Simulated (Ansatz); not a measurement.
# Where P_H puts its levels in the gap of MgH2 (Pbcn)

Charge states of P_H in MgH2 (Pbcn), set against the band edges. Model: a cell of 96 host atoms with 1 H taken out and 1 P put in.

Main program and level: Ansatz 0.2.0; place-levels on PBEsol runs: charge-transition levels and formation energies with image-charge correction and potential alignment at the atomic sites.

### Step 1. Starting point

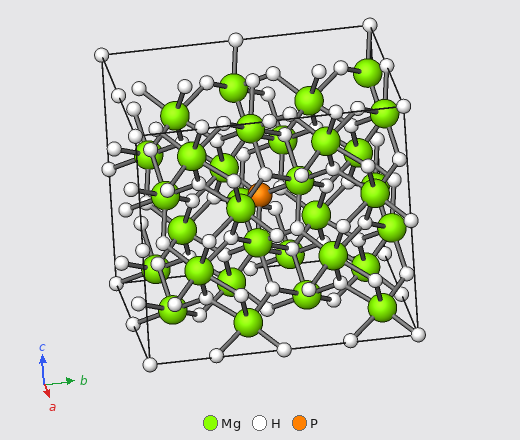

The starting structure, seen slightly off an axis (magnesium green, hydrogen white, phosphorus orange). Bonds to atoms that aren't drawn are left out. Some periodic images of atoms are drawn too.

The cell holds 96 atoms: 32 Mg, 63 H and 1 P. Cell: a = 8.952 Å, b = 10.787 Å, c = 9.789 Å, α = 90.0°, β = 90.0°, γ = 90.0°. It derives from MgH2 (space group Pbcn). Nearest the centre at fractional (0.635, 0.447, 0.539): P68 at 0.00 Å, Mg62 at 1.90 Å, Mg49 at 1.94 Å, Mg87 at 1.99 Å, H81 at 2.48 Å, H65 at 2.65 Å, H96 at 2.70 Å, H84 at 2.70 Å.

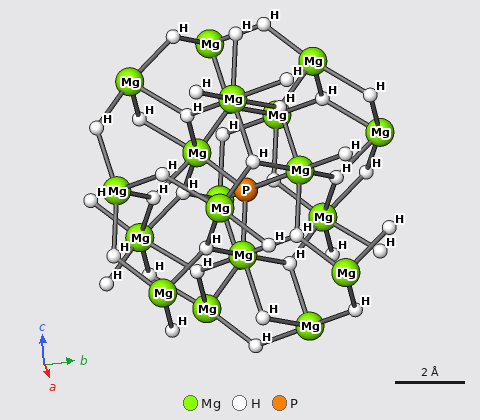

The atoms within 5 Å of the centre.

The host's dielectric constants go in as inputs: (4.23, 4.33, 4.34) for the electrons alone, (11.82, 11.40, 11.83) with the ions, from a response run on this crystal (DFPT, PBEsol) at that run's own cell.

The cell's shortest repeat is 9.0 Å.

### Step 2. What was run first

A transition level is the Fermi level at which two charge states cost the same, so each charge needs its own total energy, at its own relaxed structure.

Each atom starts 0.05 Å or so off its site in a random direction. Forces are taken at one point at (¼, ¼, ¼). The cell holds 2 electrons more than the neutral one, with a uniform background that keeps it neutral on the whole.

The sampling was tested on the host first: at the k-points planned (1x1x1 shifted 0.25 0.25 0.25) its energy lies 0.000 eV an atom from the dense-mesh value, under the bound of 0.02 eV set for this test; that bounds the host's error, not the defect's.

One of the inputs; charge, spin and start change from state to state.

qm2.relax/input.yaml reads:

```yaml
crystal:
  lattice:
    - [8.95206302, 0.0, 0.0]
    - [0.0, 10.78733776, 0.0]
    - [0.0, 0.0, 9.78929049]
  atoms:
    - { symbol: Mg, position: [0.25, 0.41523406, 0.375] }
    - { symbol: Mg, position: [0.0, 0.33476594, 0.125] }
[... 4 atom lines left out ...]
    - { symbol: H, position: [0.38500207, 0.3030364, 0.46055013] }
[... 6 atom lines left out ...]
    - { symbol: Mg, position: [0.0, 0.33476594, 0.625] }
[... 2 atom lines left out ...]
    - { symbol: H, position: [0.36499793, 0.4469636, 0.71055013] }
[... 15 atom lines left out ...]
    - { symbol: H, position: [0.36499793, 0.5530364, 0.46055013] }
[... 15 atom lines left out ...]
    - { symbol: Mg, position: [0.75, 0.41523406, 0.375] }
[... 2 atom lines left out ...]
    - { symbol: Mg, position: [0.5, 0.16523406, 0.375] }
[... 1 atom line left out ...]
    - { symbol: H, position: [0.61499793, 0.3030364, 0.28944987] }
    - { symbol: H, position: [0.88500207, 0.3030364, 0.46055013] }
[... 5 atom lines left out ...]
    - { symbol: Mg, position: [0.75, 0.41523406, 0.875] }
    - { symbol: Mg, position: [0.5, 0.33476594, 0.625] }
[... 2 atom lines left out ...]
    - { symbol: H, position: [0.86499793, 0.4469636, 0.71055013] }
    - { symbol: H, position: [0.61499793, 0.3030364, 0.78944987] }
[... 1 atom line left out ...]
    - { symbol: P, position: [0.63500207, 0.4469636, 0.53944987] }
[... 1 atom line left out ...]
    - { symbol: H, position: [0.61499793, 0.1969636, 0.53944987] }
[... 5 atom lines left out ...]
    - { symbol: Mg, position: [0.5, 0.66523406, 0.375] }
[... 4 atom lines left out ...]
    - { symbol: H, position: [0.86499793, 0.5530364, 0.46055013] }
[... 2 atom lines left out ...]
    - { symbol: H, position: [0.63500207, 0.5530364, 0.28944987] }
[... 2 atom lines left out ...]
    - { symbol: Mg, position: [0.75, 0.58476594, 0.625] }
[... 6 atom lines left out ...]
    - { symbol: H, position: [0.61499793, 0.6969636, 0.53944987] }
[... 1 atom line left out ...]
    - { symbol: H, position: [0.63500207, 0.5530364, 0.78944987] }
  host:
    repeats: [2, 2, 2]
    atoms:
      - { symbol: Mg, position: [0.5, 0.83046813, 0.75] }
      - { symbol: Mg, position: [0.0, 0.66953187, 0.25] }
      # ... 10 more atoms of the perfect host
total_charge: -2
basis:
  ecutwfc: 420
  xc_grid: 2
hamiltonian:
  xc: pbesol
kpoints:
  mp_grid: { grid: [1, 1, 1], shift: [0.25, 0.25, 0.25] }
scf:
  occupations: { method: fixed }
  max_iter: 60
output:
  forces: true
  charged_corrections:
    epsilon: [4.23, 4.33, 4.34]
    static_epsilon: [11.82, 11.4, 11.83]
    defect_position: [0.635002, 0.446964, 0.53945]
relax:
  f_tol: 0.02
  max_steps: 80
  random_displacement: { amplitude: 0.05, seed: 7049 }
checkpoint:
  write: "../qm2.relax.run"
  compress: false
  write_wavefunctions: true
  write_every: 100000
```

Launch:

```sh
$ ansatz run input.yaml --threads 4 --pin off --max-ram 7536MiB --backend cpu --events-out ev --progress --plain --runs-dir out
```

Defect states can disperse in a cell of this size, so the energy is taken again at a 2×2×2 shifted mesh, on the relaxed structure.

The run of this state that the levels use, under PBEsol:

qm2.point/input.yaml reads:

```yaml
crystal:
  checkpoint: "../qm2.relax.run"
  host: checkpoint
total_charge: -2
basis:
  ecutwfc: 420
  xc_grid: 2
hamiltonian:
  xc: pbesol
kpoints:
  mp_grid: { grid: [2, 2, 2], shift: [0.5, 0.5, 0.5] }
scf:
  occupations: { method: fermi_dirac, width: 0.01 }
  max_iter: 60
output:
  forces: true
  eigenvalues: true
  charged_corrections:
    epsilon: [4.23, 4.33, 4.34]
    static_epsilon: [11.82, 11.4, 11.83]
    defect_position: [0.635002, 0.446964, 0.53945]
  eigenstates: { localisation: true }
  populations: true
checkpoint:
  read: "../qm2.relax.run"
  write: "../qm2.point.run"
  compress: false
  write_wavefunctions: false
  write_every: 100000
```

Relaxations under PBEsol at one point at (¼, ¼, ¼); times on 4 threads of Arm Neoverse V1, shared host:

| charge | moment (μB) | occupations | outcome | steps | largest displacement against the far atoms (Å) | time |
| --- | --- | --- | --- | --- | --- | --- |
| −2 | 0 | fixed | converged | 11 | 1.20 | 1.7 min |
| −1 | 1 | fixed | converged | 11 | 1.22 | 3.8 min |
| 0 | 0 | fixed | converged | 21 | 1.85 | 3.2 min |
| 0 | 2 | fixed | converged | 9 | 0.95 | 3.7 min |

Single points under PBEsol at a 2×2×2 shifted mesh; times on 4 threads of Arm Neoverse V1, shared host:

| charge | moment (μB) | occupations | outcome | time |
| --- | --- | --- | --- | --- |
| −2 | 0 | fermi-dirac | converged | 83 s |
| −1 | 1 | fermi-dirac | converged | 3 min |
| 0 | 0 | fermi-dirac | converged | 86 s |
| 0 | 2 | fermi-dirac | converged | 3.6 min |

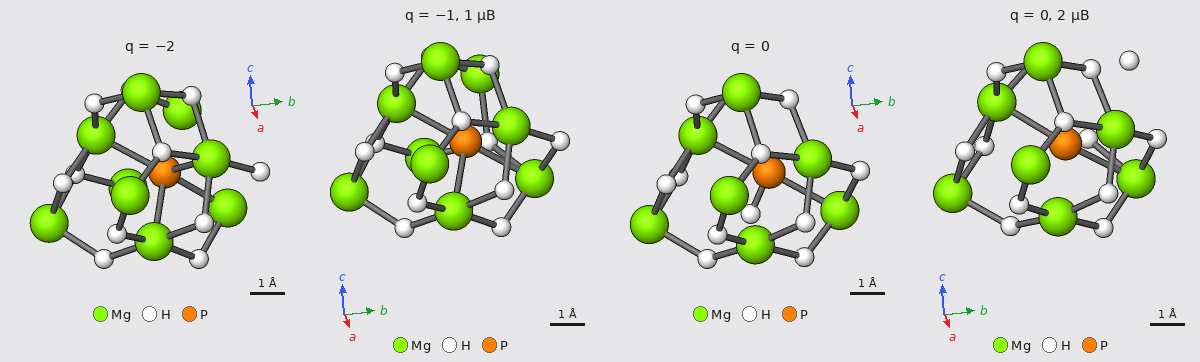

The structures near the centre after relaxation with PBEsol, by charge. Bonds to atoms that aren't drawn are left out.

Distances (Å) from P68 to the nearest atoms after relaxation with PBEsol:

| charge | moment (μB) | 1. | 2. | 3. | 4. | 5. | 6. |
| --- | --- | --- | --- | --- | --- | --- | --- |
| −2 | 0 | Mg 2.36 | Mg 2.42 | Mg 2.48 | Mg 2.48 | Mg 2.65 | Mg 2.72 |
| −1 | 1 | H 1.96 | Mg 2.39 | Mg 2.45 | Mg 2.54 | Mg 2.56 | Mg 2.69 |
| 0 | 0 | H 1.44 | Mg 2.45 | Mg 2.45 | Mg 2.66 | Mg 2.70 | H 2.75 |
| 0 | 2 | H 2.08 | Mg 2.39 | Mg 2.54 | Mg 2.56 | Mg 2.58 | H 2.76 |

### Step 3. Placing the levels, PBEsol

A charged cell interacts with its images and the background, and its potential has another zero than the host's. place-levels removes the first by a point-charge model, screened by the static dielectric constant since the ions have relaxed around the charge, and the second by comparing potentials at atoms far from the defect.

The host is a run of the defect-free crystal in the same cutoffs, grids and k-points, so that basis and sampling errors cancel in part in the differences. Its band edges come from a run of the primitive cell that searches the zone for them. The host is run in a cell of 24 atoms on a matching mesh. Chemical potentials are energies per atom of H (H2 molecule) and P (black phosphorus), run with the same functional and cutoff.

levels.point.yaml reads:

```yaml
host:
  run: host.point.run
  levels_from: { run: edges.point.run }
states: [qm2.point.run, qm1_M1.point.run, q0.point.run, q0_M2.point.run]
geometry_from:
  qm2.point.run: qm2.relax.run
  qm1_M1.point.run: qm1_M1.relax.run
  q0.point.run: q0.relax.run
  q0_M2.point.run: q0_M2.relax.run
  host.point.run: host.relax.run
chemical_potentials:
  H:
    energy: -15.609288
    dataset: "<sha256 of the dataset>"
  P:
    energy: -740.035931
    dataset: <sha256 of the dataset>
epsilon: [4.23, 4.33, 4.34]
static_epsilon: [11.82, 11.4, 11.83]
vertical:
  - { from: qm2.point.run, to: qm2.point_neutral.run }
  - { from: qm1_M1.point.run, to: qm1_M1.point_neutral.run }
```

Launch:

```sh
$ ansatz place-levels levels.point.yaml -- --threads 4 --pin off --max-ram 7536MiB
```

Numbers of over 12 decimals in the logs are rounded to 6 here.

What it wrote:

```text
[... repeated set-up lines and file paths are left out, and long positions are rounded to six places ...]
(0/-1) 3.818 eV above the valence edge, in the conduction band; not on the lower envelope
(-1/-2) 2.009 eV above the valence edge, 1.391 eV under the conduction edge; not on the lower envelope
(0/-2) 2.914 eV above the valence edge, 0.486 eV under the conduction edge: charges between them are lowest nowhere
formation energy of charge 0: +1.123 eV with the Fermi level at the valence edge
formation energy of charge -1: +4.942 eV with the Fermi level at the valence edge
formation energy of charge -2: +6.951 eV with the Fermi level at the valence edge
vertical -2 to 0: no energy, since no alignment is typed
  the change from vertical[0].from (qm2.point.run) to vertical[0].to (qm2.point_neutral.run): by its potential at epsilon [4.23, 4.33, 4.34] it stands at 0.511 0.523 0.467, with an rms radius of about 3.4 Å (2.0 1.7 2.1 Å across the planes of the cell's [...]
vertical -1 to 0: no energy, since no alignment is typed
  the change from vertical[1].from (qm1_M1.point.run) to vertical[1].to (qm1_M1.point_neutral.run): by its spins about the atoms it stands at 0.419 0.539 0.467, with an rms radius of about 2.7 Å (1.9 1.4 1.3 Å across the planes of the cell's vectors); [...]
  edges by pbesol of host.levels_from (edges.point.run), its mesh sampled to repeats of 26.86 Å (the valence edge +0.253 eV and the conduction edge -0.394 eV from those of the host's own run), gap 3.400 eV; the host is sampled to repeats of 26.53 Å
  the defect's cells are sampled to repeats of 26.53 Å, like sampling
  charge 0: +0.000 eV for its dipole among its images, +0.000 omitted
  charge -1: -62921.9727 eV with its correction of -0.032 eV, at epsilon [11.82, 11.4, 11.83], aligned at sites: +0.2085 eV, mean over 62 atomic sites at or beyond 4.48 Å from the defect at [0.6350, 0.4470, 0.5395], with +0.000000 for the charge's moments and [...]
  charge -2: -62917.6317 eV with its correction of +0.200 eV, at epsilon [11.82, 11.4, 11.83], aligned at sites: +0.2524 eV, mean over 62 atomic sites at or beyond 4.48 Å from the defect at [0.6350, 0.4470, 0.5395], with -0.000026 for the charge's moments and [...]
  charge 0: states[3] (q0_M2.point.run) stands 2.368 eV higher, with a moment of 2.00 μB against 0.00
  of states[2] (q0.point.run): its alignment with the host at atomic sites is doubtful: a part of the defect, H at [0.3650, 0.5530, 0.4606], stands 2.78 Å off the defect's place or the host's site by it, at or past 2.67 Å (0.6 of the 4.48 Å from which on the [...]
  of states[1] (qm1_M1.point.run): it parts from the run at its places by a charge that spreads by about 1.9 Å along one vector (1.6 Å or more is wide), by the spins about the atoms, where the cell does not tell a trapped carrier from a band state. [...]
  of states[0] (qm2.point.run): it parts from the run at its places by a charge that spreads by about 2 Å along one vector (1.6 Å or more is wide), by its potential at epsilon [4.23, 4.33, 4.34], taken for that of held ions (one typed too small widens it), [...]
  of vertical[0].from (qm2.point.run): its displacements don't fall off away from the defect: farther atoms stand 0.091 Å off the host's places. [...]
  vertical[0].to (qm2.point_neutral.run): levels filled in part (TS 0.012 eV): its energy is of no whole electron's
  of vertical[0].to (qm2.point_neutral.run): its displacements don't fall off away from the defect: farther atoms stand 0.091 Å off the host's places. [...]
  of vertical[1].from (qm1_M1.point.run): stability_check_not_made; [...]
```

Run time: 0.51 s. Hardware: 4 threads of Arm Neoverse V1, shared host.

Levels between the charges placed, in eV above the valence top:

|  | gap (eV) | (0/−1) | (−1/−2) |
| --- | --- | --- | --- |
| PBEsol | 3.40 | 3.82 | 2.01 |

Corrections by state:

| charge | moment (μB) | image terms and alignment (eV) | band filling (eV) | ε used | over the lowest of its charge, as the program ranks them, band filling apart (eV) |
| --- | --- | --- | --- | --- | --- |
| 0 | 0.0 | 0.000 | - | - | 0.000 |
| −1 | 1.0 | -0.032 | - | principal values (11.40, 11.82, 11.83) | 0.000 |
| −2 | 0.0 | 0.200 | - | principal values (11.40, 11.82, 11.83) | 0.000 |
| 0 | 2.0 | 0.000 | - | - | 2.368 |

The charged structures listed were also run neutral, and place-levels reads from each pair, by the potential or the spins, how wide the charge is by which they differ; that can be the carrier of either run.

| charge | rms radius (Å) | spread where it is widest against the cell (Å) | wide from (Å) | reading |
| --- | --- | --- | --- | --- |
| −1 | 2.7 | 1.88 | 1.55 | wide |
| −2 | 3.4 | 2.02 | 1.55 | wide |

The neutral runs of these pairs need not share the spin of the lowest neutral state, and very wide values only mean spread over the cell.

From the program's caveats on the states, each cut to its opening words:

- charge 0: its alignment with the host at atomic sites is doubtful: a part of the defect, H at [0.3650, 0.5530, 0.4606], stands 2.78 Å off the defect's place or the [...]
- charge −1 (1 μB): it parts from the run at its places by a charge that spreads by about 1.9 Å along one vector (1.6 Å or more is wide), by the spins about the atoms, where the [...]
- charge −1 (1 μB): flagged: stability check not made
- charge −2: it parts from the run at its places by a charge that spreads by about 2 Å along one vector (1.6 Å or more is wide), by its potential at epsilon [4.23, 4.33, [...]
- charge −2: its displacements don't fall off away from the defect: farther atoms stand 0.091 Å off the host's places

The host's formation energy from the elements is -0.209 eV per atom; it sets how far the chemical potentials can move.

Limit set by the element alone; other compounds of these elements are not counted. Chemical potentials from the elements' reference states: H 0.00 eV, Mg -0.63 eV, P 0.00 eV. Formation energy by charge state (H-rich; gap 3.40 eV):

| charge | at valence top (eV) | at conduction bottom (eV) | correction included (eV) |
| --- | --- | --- | --- |
| 0 | 1.12 | 1.12 | 0.00 |
| −1 | 4.94 | 1.54 | -0.03 |
| −2 | 6.95 | 0.15 | 0.20 |

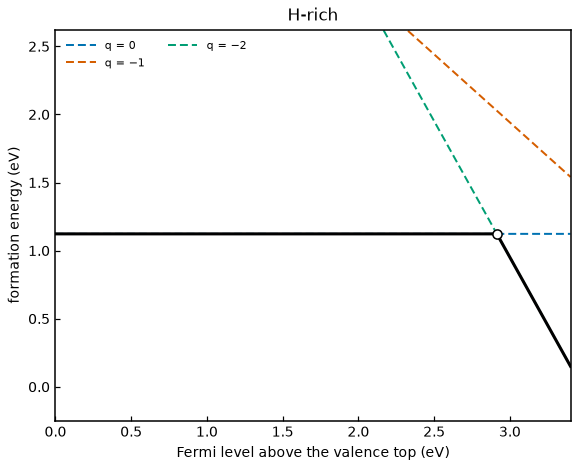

Formation energy against Fermi level; the thick line follows the lowest charge state and circles mark the transition levels.

Limit set by the element alone; other compounds of these elements are not counted. Chemical potentials from the elements' reference states: Mg 0.00 eV, H -0.31 eV, P 0.00 eV. Formation energy by charge state (Mg-rich; gap 3.40 eV):

| charge | at valence top (eV) | at conduction bottom (eV) | correction included (eV) |
| --- | --- | --- | --- |
| 0 | 0.81 | 0.81 | 0.00 |
| −1 | 4.63 | 1.23 | -0.03 |
| −2 | 6.64 | -0.16 | 0.20 |

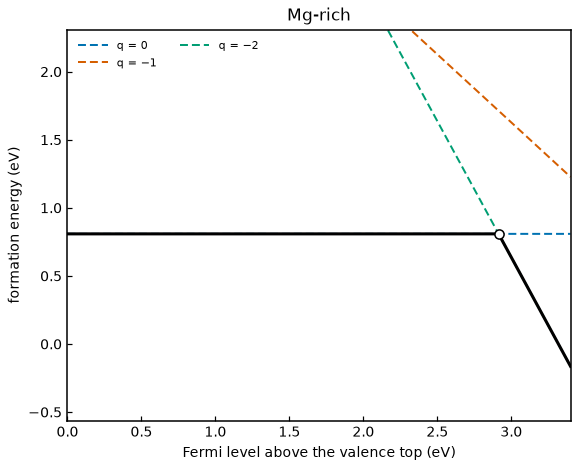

Formation energy against Fermi level; the thick line follows the lowest charge state and circles mark the transition levels.

### Step 4. The same at the relaxations' own k-points

The relaxations' own energies give the levels at their sampling, for comparison.

levels.relax_mesh.yaml reads:

```yaml
host:
  run: host.relax.run
  levels_from: { run: edges.relax.run }
states: [qm2.relax.run, qm1_M1.relax.run, q0.relax.run, q0_M2.relax.run]
chemical_potentials:
  H:
    energy: -15.609288
    dataset: "<sha256 of the dataset>"
  P:
    energy: -740.035931
    dataset: <sha256 of the dataset>
```

Launch:

```sh
$ ansatz place-levels levels.relax_mesh.yaml -- --threads 4 --pin off --max-ram 7536MiB
```

What it wrote:

```text
(0/-1) 3.824 eV above the valence edge, in the conduction band; not on the lower envelope
[...]
formation energy of charge 0: +1.105 eV with the Fermi level at the valence edge
formation energy of charge -1: +4.929 eV with the Fermi level at the valence edge
formation energy of charge -2: +6.955 eV with the Fermi level at the valence edge
  edges by pbesol of host.levels_from (edges.relax.run), its mesh sampled to repeats of 26.86 Å (the valence edge +0.253 eV and the conduction edge -0.394 eV from those of the host's own run), gap 3.400 eV; the host is sampled to repeats of 13.27 Å
[... the lines on each state left out ...]
```

Elapsed: 0.2 s, on 4 threads.

Levels between neighbouring charges, in eV above the valence top:

|  | gap (eV) | (0/−1) | (−1/−2) |
| --- | --- | --- | --- |
| one point at (¼, ¼, ¼) | 3.40 | 3.82 | 2.03 |
| a 2×2×2 shifted mesh | 3.40 | 3.82 | 2.01 |

Going from one point at (¼, ¼, ¼) to a 2×2×2 shifted mesh moves the levels that carry no band-filling term by up to 0.02 eV and formation energies against the elements by up to 0.02 eV.

### Step 5. Results

| Property | Result |
| --- | --- |
| gap of the host | 3.40 eV (PBEsol) |
| level (0/minus 1) | 3.82 eV above the valence top, past the conduction bottom, not a change between lowest states |
| level (minus 1/minus 2) | 2.01 eV above the valence top, not a change between lowest states |
| level (0/minus 2) | 2.91 eV above the valence top |
| lowest of the charges placed, just above the valence top (0.02 eV) | 0 |
| lowest of the charges placed, just below the conduction bottom (0.02 eV) | −2 |
| lowest formation energy at mid-gap of the charges run, H-rich | 1.12 eV |
| lowest formation energy at mid-gap of the charges run, Mg-rich | 0.81 eV |

**Reading.** Of the charges placed (−2, −1 and 0), the lowest changes at 2.91 eV (0/−2) above the valence top, in a gap of 3.40 eV. (0/−2) passes over charge −1, which lies 0.90 eV above the two there; a lower structure or spin state of it, if missed, would change that. Charges above 0 and below −2 were not placed, so these runs say nothing of levels that involve them. States placed: 0 at 0 μB and 2 μB; −1 at 1 μB; −2 at 0 μB. Other spin states or structures, where not listed, weren't placed. At charge −2, −1 and 0 the atom put in ends up to 1.4 Å from its starting place, so the name tells the start alone and the levels can join different sites. P is taken at its element; compounds, which aren't counted here, bound the chemical potentials and would shift these formation energies. Going from one point at (¼, ¼, ¼) to a 2×2×2 shifted mesh moves the levels that carry no band-filling term by up to 0.02 eV and formation energies against the elements by up to 0.02 eV. The program doubts the alignment of potentials for at least one state, a sign that the cell is small. Keep in mind: the images are only 9.0 Å apart; PBEsol makes the gap too small and tends to spread out bound carriers.

[Logs are printed without paths, hosts, clocks, repeated set-up lines and the standing remarks that a program may print on its own settings, such as how far it seeks lower states.]

[Hosts, paths, dates, database ids (printed as entryN), source tags and the programs' standing remarks are cut or masked in the printed files.]

[Where a table of states has a column of steps, it counts the stored structures, which are thinned; the runs took as many ionic steps or more.]

[A defect's name tells the site on which it was built; relaxed atoms can leave that site.]

[For some hosts the program warned that the k-mesh of the response run may be too coarse for force constants and the static dielectric constant; such warnings are not shown here.]
